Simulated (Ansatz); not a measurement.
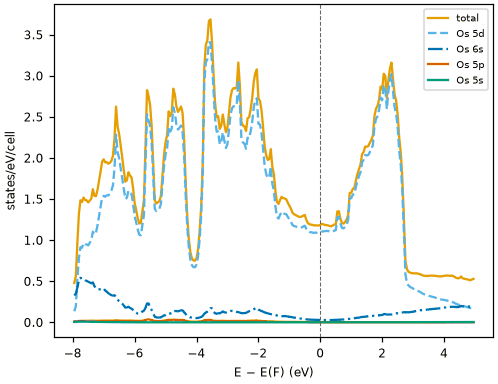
Total and projected density of states of Os (hcp (Mg type), space group No. 194), PBEsol in the plane-wave PAW code Ansatz

**Question.** Which orbitals carry the states next to the Fermi level?

**Answer.** Within 0.5 eV of the Fermi level: Os 5d 93 %. Projections are on Löwdin-orthogonalised atomic valence shells; empty p or d shells of many metals are not among them.

**Question.** Where is the tallest occupied peak in this window, and what makes it?

**Answer.** Near -3.6 eV, about 3.7 states/eV per cell; the largest projected share is Os 5d.

Space group P6_3/mmc (hcp (Mg type)). Symmetry was held in the PBEsol relaxation. No spin polarisation was allowed. Scalar-relativistic: spin–orbit coupling is off unless named, which matters more the heavier the elements.

Potentials: the earlier of the program's two PAW sets. The files were generated under PBE; for other functionals the program regenerates the frozen cores, and for LDA and PBEsol the local potential too.
